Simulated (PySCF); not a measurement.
**C5H8GeO (SMILES C#[C][GeH2][O]CC=C): density, localisation and related maps**

Input file:

```
{"job": {"kind": "uv", "xc": "CAM-B3LYP", "basis": "def2-SVPD", "nstates": 8, "ntriplets": 3}, "charge": 0, "multiplicity": 1}
C      2.604247    -1.279341     2.235796
C      2.449888    -0.864066     1.117333
Ge     2.113903    -0.196170    -0.638805
O      0.403580    -0.250225    -0.983104
C     -0.628378     0.360043    -0.233184
C     -1.942620     0.037378    -0.872572
C     -3.015683    -0.355761    -0.214086
H      2.759938    -1.645172     3.211462
H      2.630817     1.222643    -0.706393
H      2.630772    -1.091965    -1.712577
H     -0.611761     0.010243     0.806300
H     -0.491698     1.452276    -0.225048
H     -1.950050     0.140618    -1.948852
H     -3.012598    -0.472761     0.857337
H     -3.944770    -0.565407    -0.715519
```

Run with:

```sh
OMP_NUM_THREADS=1 python probes_run.py task.json out
```

Geometry: GFN2-xTB.

Method: PySCF, CAM-B3LYP/def2-SVPD, SCF density, gas phase.

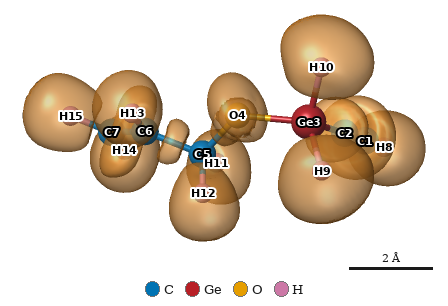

Figure 1. Isosurface of the ELF at 0.75 (orange), seen from one side. Only the valence region is drawn (cores and ρ < 0.01 e/Å³ removed).

### Identify the bonds, lone pairs and shells in this picture.

The surface consists of three regions between bonded C–C atoms (shared pairs), eight regions around hydrogen nuclei, one lobe of the valence shell of C pointing towards Ge (polar bonds) and one region on O in which the atom's valence shell and bonds are merged. Profiles from the grid: C–C (1.20 Å): the ELF peaks at about 0.85 between the atoms; a multiple bond. C–O (1.41 Å): the ELF peaks at about 0.90 between the atoms (a polar covalent bond).

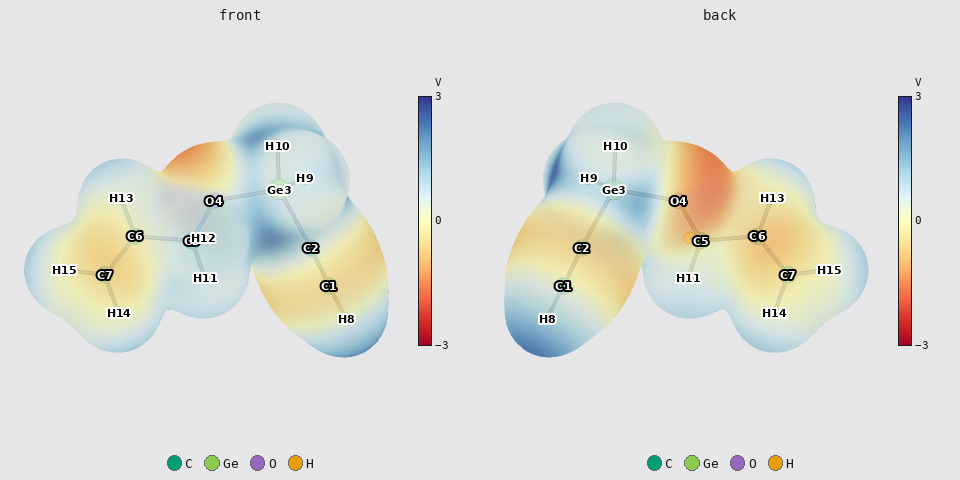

Figure 2. The molecular electrostatic potential painted on the density surface at 0.004 e/bohr³, seen from the front and from behind; red is negative and blue positive.

### Where is the surface potential most negative and most positive?

The most negative region (about −1.6 V) lies over O4, the most positive (about +2.3 V) over Ge3 and H8. O4 is the likeliest acceptor of a hydrogen bond.

### How polar is the molecule by this calculation?

Its dipole moment is 1.22 D.
